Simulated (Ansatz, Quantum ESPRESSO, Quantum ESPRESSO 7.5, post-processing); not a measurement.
# Ballistic transmission: Ge chain with one bond drawn out by 2.0 Å

How well does the junction conduct in the ballistic limit? It is: Ge chain with one bond drawn out by 2.0 Å.

Main program and level: Quantum ESPRESSO 7.5; plane-wave DFT, PBE, GBRV ultrasoft pseudopotentials (cross-check by Ansatz 0.2.0 with PAW datasets).

### 1. The starting structure

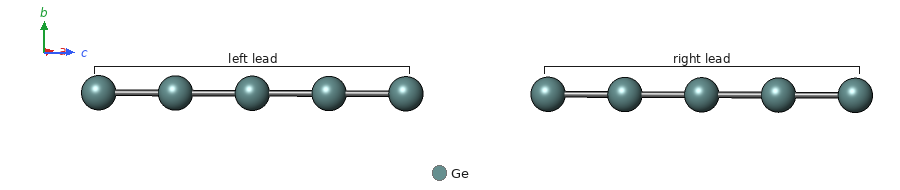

Start, viewed from the side, with the c axis across the page; germanium teal.

The cell holds 10 atoms: 10 Ge. Cell: a = 7.500 Å, b = 7.500 Å, c = 25.500 Å, α = 90.0°, β = 90.0°, γ = 90.0°. Regions: left lead, 5 atoms (5 Ge); right lead, 5 atoms (5 Ge). Vacuum lies along a and b. The structure is stacked along c, and the current runs across the ab planes.

### 2. Ground state

One periodic cell holds a stretch of lead, the junction and more lead; the atoms stay as built.

scf.in

```
&control
  prefix = 'scf'
  outdir = './out'
  pseudo_dir = './pseudo'
  calculation = 'scf'
  tprnfor = .true.
/
&system
  ibrav = 0
  nat = 10
  ntyp = 1
  ecutwfc = 34
  ecutrho = 170
  occupations = 'smearing'
  smearing = 'mv'
  degauss = 0.01
/
&electrons
  conv_thr = 1e-07
  mixing_beta = 0.25
  electron_maxstep = 120
  mixing_mode = 'local-TF'
/
ATOMIC_SPECIES
  Ge  72.6300  ge_pbe_v1.4.uspp.F.UPF
CELL_PARAMETERS angstrom
  7.50000000000000 0.00000000000000 0.00000000000000
  0.00000000000000 7.50000000000000 0.00000000000000
  0.00000000000000 0.00000000000000 25.50000000000000
ATOMIC_POSITIONS crystal
  Ge  0.500000000000 0.500000000000 0.000000000000
  Ge  0.500000000000 0.500000000000 0.092156862745
  Ge  0.500000000000 0.500000000000 0.184313725490
  Ge  0.500000000000 0.500000000000 0.276470588235
  Ge  0.500000000000 0.500000000000 0.368627450980
  Ge  0.500000000000 0.500000000000 0.539215686275
  Ge  0.500000000000 0.500000000000 0.631372549020
  Ge  0.500000000000 0.500000000000 0.723529411765
  Ge  0.500000000000 0.500000000000 0.815686274510
  Ge  0.500000000000 0.500000000000 0.907843137255
K_POINTS automatic
  1 1 3 0 0 0
```

Started as:

```
OMP_NUM_THREADS=1 mpirun -n 2 pw.x -nk 1 -in scf.in > scf.out
```

The runs that follow: the open system; transmission with pwcond.x, with epsproj = 0.01; cross-check with Ansatz; all levels side by side; A check by hand. Settings of the main run: cutoff 34 Ry, smearing, Marzari-Vanderbilt smearing, smearing width 0.01 Ry, SCF threshold 1.00e-7 Ry, gbrv-pbe-1.5 potentials, 1×1×3 k-mesh, mpi ranks 2, pools 1, omp threads 1.

**Question.** What will these runs give for the conductance from T at the Fermi level, a cell (G₀ = 2e²/h)?

The junction conducts 0.173 G₀ a cell at the Fermi level (PBE, GBRV ultrasoft). At the Fermi level the junction passes 5.8 % of what the leads offer. At the Fermi level pwcond and Ansatz differ by 1.1 %, a close match.

```
conductance from T at the Fermi level, a cell (G₀ = 2e²/h) : 0.173 G₀
lead channels per spin                                     : 3.00
the same conductance by Ansatz                             : 0.175 G₀
```

Ansatz finds a step of 78 meV across the lead's period inside the junction cell: the lead is too short to be bulk-like, which bears on both codes. Over -2 to 2 eV, T lies between 0.042 and 0.28 per spin. pwcond's lead, cut out of the junction cell, has fewer channels than Ansatz's near 0.6 and 0.7 eV, so its T is in doubt there. The geometry is as built, not relaxed, and the leads are short.

[Logs are printed without paths, hosts, clocks, repeated set-up lines and the standing remarks that a program may print on its own settings, such as how far it seeks lower states.]

[Hosts, paths, dates, database ids (printed as entryN), source tags and the programs' standing remarks are cut or masked in the printed files.]

[Maps of the electrostatic potential energy from Ansatz leave out the sawtooth potential of an applied field or a dipole correction, so their vacuum need not be flat; planar profiles and work functions include it.]
